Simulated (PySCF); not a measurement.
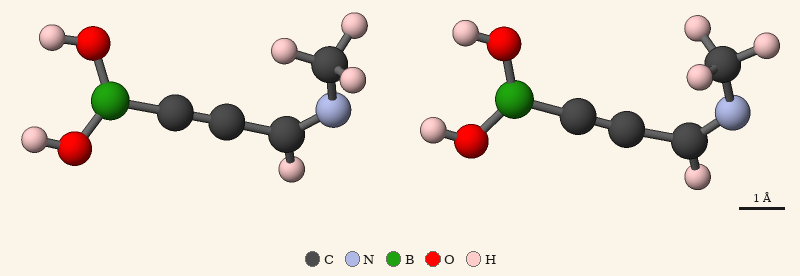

Two geometries of C$_{4}$H$_{6}$BNO$_{2}$, drawn at one scale. One is the start of a relaxation, the other its converged end. A ball-and-stick model, seen from a free direction.

All numbers below come from PySCF 2.14.0, density-fitted response routines, PBE0-D3(BJ)/def2-SVP geometry optimisation, gas phase. 

Which geometry has the lower energy?

Answer. The left one is the relaxed one. The start comes from GFN2-xTB. Its atoms were then displaced at random by about 0.01 Å. The largest move after the best rigid fit is that of an H atom, 1.29 Å. Largest moves by element: H 1.29 Å, O 0.43 Å, C 0.19 Å, N 0.13 Å, B 0.11 Å. Near-neighbour distances that change, for instance: C–C 1.175 → 1.220 Å, H–O 0.930 → 0.962 Å, C–C 1.468 → 1.436 Å, C–H 1.079 → 1.101 Å. Bond angles that change, for instance: N–C–H 113.8° → 108.6°, C–C–C 173.8° → 178.1°, B–O–H 119.3° → 115.3°. Groups turn about C–N by about 65°. Over 14 geometry steps the energy falls by 7.23 kcal/mol.
